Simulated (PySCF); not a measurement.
**Excited-state calculation of C4H10FGaO**

C4H10FGaO, computed with TDDFT CAM-B3LYP/def2-SVPD, vertical, gas phase, core orbitals frozen in the response (PySCF 2.14.0).

The geometry comes from this level: GFN2-xTB. It belongs to a series of runs on one base structure; here: CH2 inserted into a C-C bond.

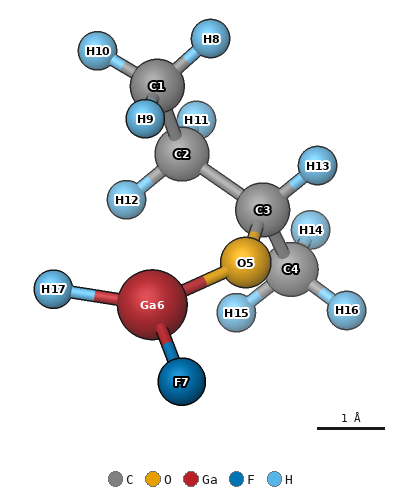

Fig. 1: The input geometry (ball-and-stick view, seen at a tilt; atoms are numbered from 1 in the order of the input). Sticks mark near contacts.

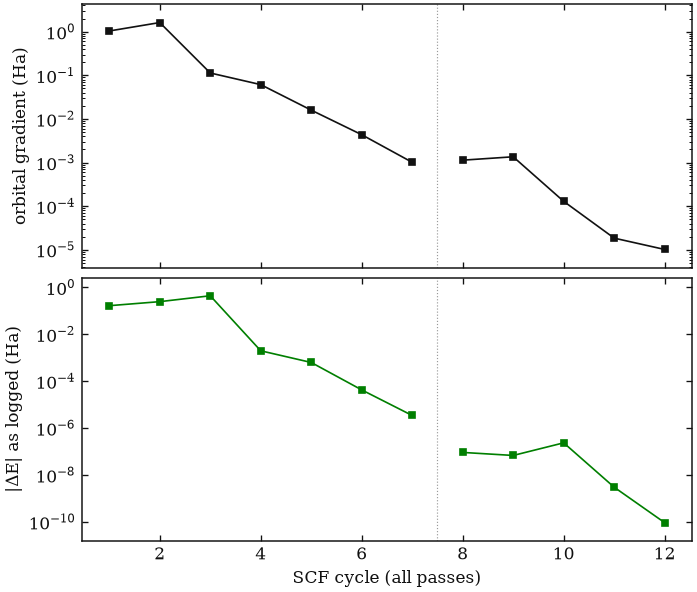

Fig. 2: Convergence of the self-consistent field: orbital gradient and size of the energy change against the SCF cycle. The dotted line marks the change from a coarse to the final integration grid. The first 7 cycles use a coarse grid, the final grid takes over at cycle 8, and the field converges after 12 cycles in all.

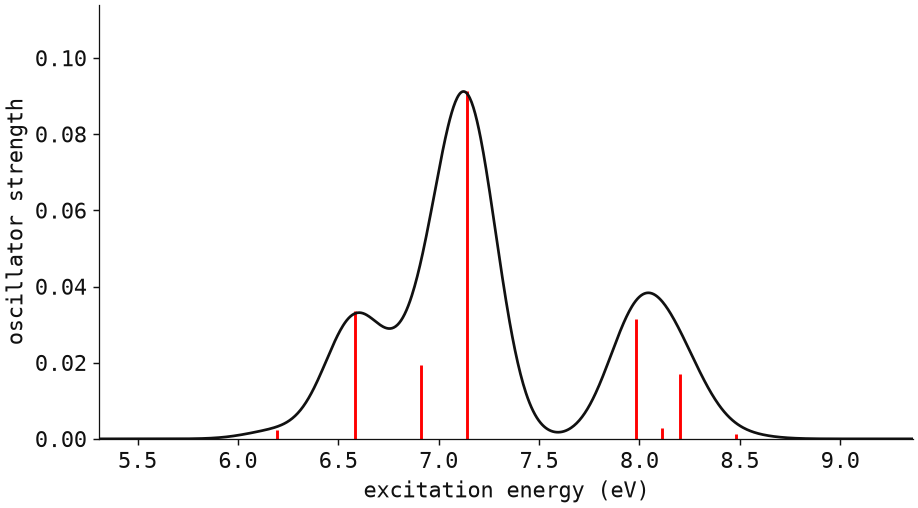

Fig. 3: Computed excitations as sticks (degenerate states added up, dark ones marked on the axis), with a Gaussian envelope of 0.35 eV full width at half maximum, scaled to the tallest. Of the 8 states the lowest lies at 6.19 eV (f = 0.002); the strongest line is at 7.14 eV, or 174 nm (f = 0.091).

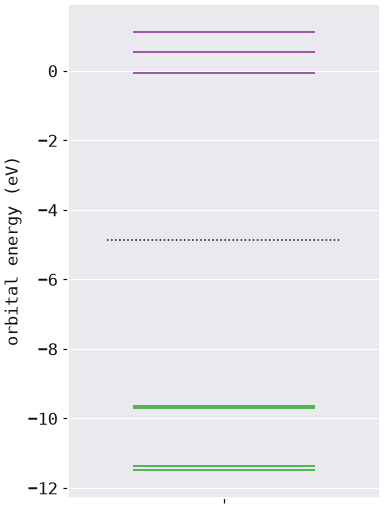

Fig. 4: Orbital energies near the frontier; the dotted line parts filled from empty levels, and levels within 0.02 eV of each other stand side by side. Highest filled −9.66 eV, lowest empty −0.06 eV, 9.60 eV apart.

The input that produced these results follows, with the program's output.

## Input
```
{"job": {"kind": "uv", "xc": "CAM-B3LYP", "basis": "def2-SVPD", "nstates": 8, "ntriplets": 3}, "charge": 0, "multiplicity": 1}
C     -1.046752    -1.668223     0.394952
C     -0.942013    -0.352914    -0.362717
C     -0.222349     0.735914     0.443619
C     -0.281451     2.073353    -0.289726
O      1.125347     0.403446     0.697879
Ga     2.305665    -0.641276    -0.026533
F      3.878298    -0.330277     0.635124
H     -1.648408    -1.544124     1.292616
H     -0.053263    -2.019621     0.697230
H     -1.503131    -2.433199    -0.228732
H     -1.940500     0.004005    -0.619714
H     -0.376794    -0.501328    -1.292159
H     -0.707135     0.836335     1.425053
H     -1.311707     2.397163    -0.411700
H      0.183453     1.970838    -1.270671
H      0.265570     2.825283     0.272959
H      2.268174    -1.743344    -1.068465
```

The first line tells a small driver script what to run in PySCF; the rest is the geometry in Å.

Launched with:
```bash
OMP_NUM_THREADS=1 python <driver script> task.json out
```

## What the program printed
```
coarse grid: 63336 points
cycle   1  E = -2257.7393680719  dE =  1.653e-01  |g| = 1.041e+00  |ddm| = 6.225e+00
cycle   2  E = -2257.4935590905  dE =  2.458e-01  |g| = 1.624e+00  |ddm| = 4.040e+00
cycle   3  E = -2257.9313704773  dE = -4.378e-01  |g| = 1.133e-01  |ddm| = 2.490e+00
cycle   4  E = -2257.9333397007  dE = -1.969e-03  |g| = 6.132e-02  |ddm| = 2.398e-01
cycle   5  E = -2257.9339650557  dE = -6.254e-04  |g| = 1.595e-02  |ddm| = 7.500e-02
cycle   6  E = -2257.9340073689  dE = -4.231e-05  |g| = 4.357e-03  |ddm| = 1.976e-02
cycle   7  E = -2257.9340107945  dE = -3.426e-06  |g| = 1.015e-03  |ddm| = 7.617e-03
final grid: 134656 points
cycle   8  E = -2257.9339305809  dE = -9.107e-08  |g| = 1.137e-03  |ddm| = 7.675e-03
cycle   9  E = -2257.9339305132  dE =  6.767e-08  |g| = 1.359e-03  |ddm| = 3.599e-03
cycle  10  E = -2257.9339307469  dE = -2.337e-07  |g| = 1.293e-04  |ddm| = 1.870e-03
cycle  11  E = -2257.9339307499  dE = -2.990e-09  |g| = 1.855e-05  |ddm| = 1.502e-04
cycle  12  E = -2257.9339307500  dE = -9.186e-11  |g| = 1.020e-05  |ddm| = 5.516e-05
converged SCF energy = -2257.9339307500

Static polarisability (au): isotropic 77.492, principal 67.734 78.508 86.235

Singlet excitations
state   eV       nm        f      main configurations
  1   6.1936    200.2   0.00230   H->L 0.82, H-1->L 0.12
  2   6.5818    188.4   0.03353   H-1->L 0.74, H->L 0.10
  3   6.9140    179.3   0.01929   H-1->L+1 0.62, H->L+1 0.23
  4   7.1404    173.6   0.09121   H->L+1 0.57, H-1->L+1 0.23, H-1->L 0.08
  5   7.9849    155.3   0.03135   H-3->L 0.37, H-4->L 0.26, H-2->L 0.21
  6   8.1130    152.8   0.00274   H->L+2 0.56, H->L+3 0.33
  7   8.2029    151.1   0.01714   H-1->L+2 0.53, H-1->L+3 0.32
  8   8.4815    146.2   0.00121   H-1->L+3 0.32, H-1->L+2 0.15, H->L+3 0.11

Triplet excitations (Tamm-Dancoff, eV): 5.9073 5.9712 6.4068
```

## Key numbers

```tsv
quantity	value
outcome	converged
total energy	−2257.933931 hartree
HOMO	−9.66 eV
LUMO	−0.06 eV
dipole moment	3.79 D
mean polarisability	77.49 a.u.
lowest singlet excitation	6.19 eV
hardware	1 CPU thread, shared host
wall time	66 s
peak memory	1.2 GiB
```

## Notes

Spin–orbit coupling is left out, which matters for the heavy atoms.
